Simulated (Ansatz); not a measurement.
## Electronic structure of C3H3F2GaO2 (SMILES [F][Ga-]1([F])[O]C=CC=[O+]1) in real space

```csv
atom,x (Å),y (Å),z (Å)
C,1.2130,0.8351,-1.2329
C,0.8607,0.7875,0.1173
C,-0.4632,0.7318,0.5572
F,-2.1622,2.2661,-2.6277
F,-2.0575,-0.7491,-2.7039
Ga,-1.4741,0.7655,-2.0701
O,0.4227,0.8348,-2.2260
O,-1.5056,0.7160,-0.1665
H,2.2849,0.8781,-1.4908
H,1.6559,0.7945,0.8623
H,-0.6504,0.6972,1.6441
```

Geometry: PBE0-D4/def2-SVP.

Computed with isolated molecule in a Gaussian basis; Kohn-Sham density functional theory, functional PBE0 in Ansatz 0.2.0.

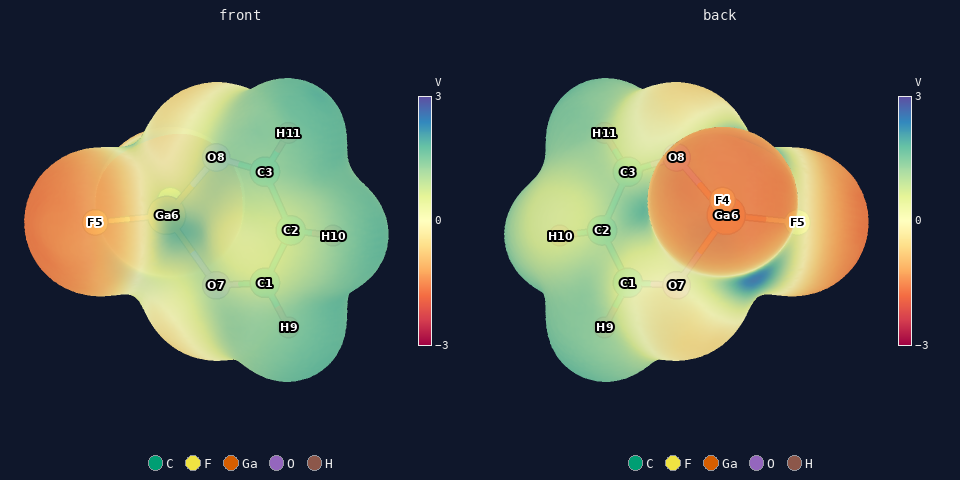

Figure 1. The electrostatic potential painted on the density surface at 0.002 e/bohr³, seen from the front and from behind; red is negative and blue positive.

Question: Where is the surface potential most negative and most positive?

Answer: The most negative region (about −1.6 V, or −37 kcal/mol for a unit charge) lies over F4 and F5, the most positive (about +2.3 V, or +53 kcal/mol for a unit charge) over Ga6.

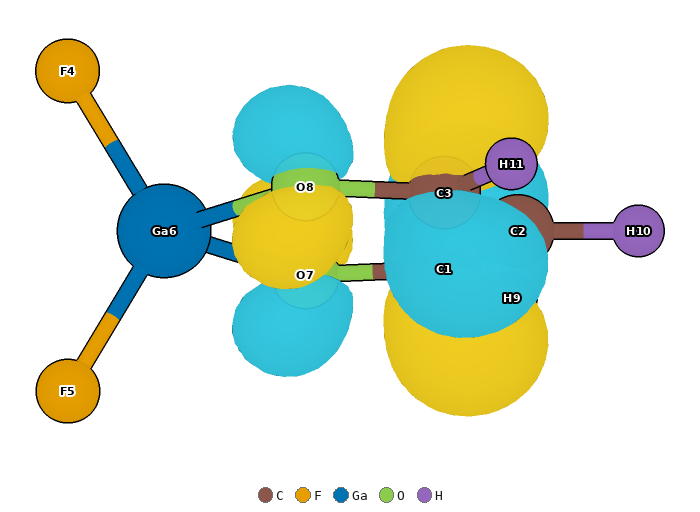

Figure 2. The LUMO at ±0.15 Å⁻³ᐟ² (yellow and cyan are the two phases), seen from one side.

Question: What is the character of this orbital?

Answer: It lies mainly on C1 (about 25 %), C3 (about 25 %), O7 (about 15 %) and O8 (about 15 %). Its energy is −3.00 eV.

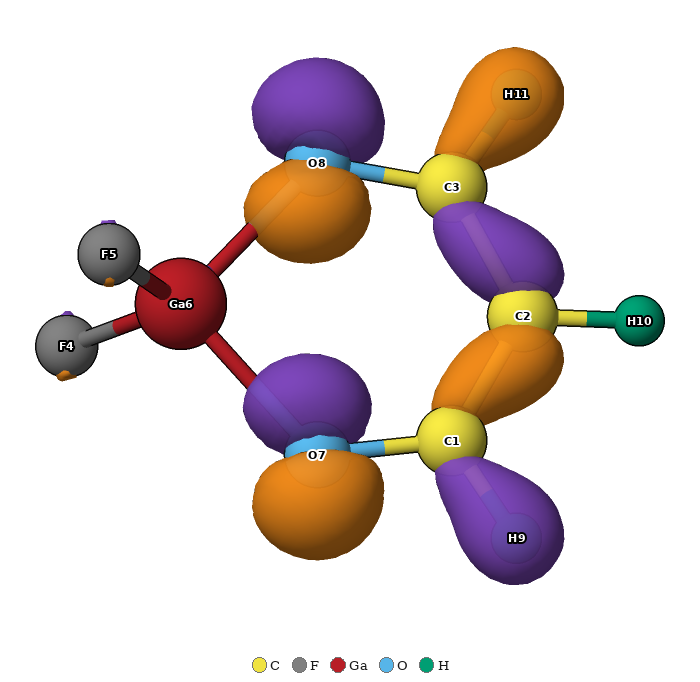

Figure 3. The HOMO−1 at ±0.2 Å⁻³ᐟ² (orange and purple are the two phases), seen at a tilt.

Question: What is the character of this orbital?

Answer: By Hirshfeld shares it lies mainly on O7 (about 30 %), O8 (about 30 %), C1 (about 10 %), C3 (about 10 %), C2 (about 10 %), H9 (about 5 %) and H11 (about 5 %). Its energy is −9.37 eV.
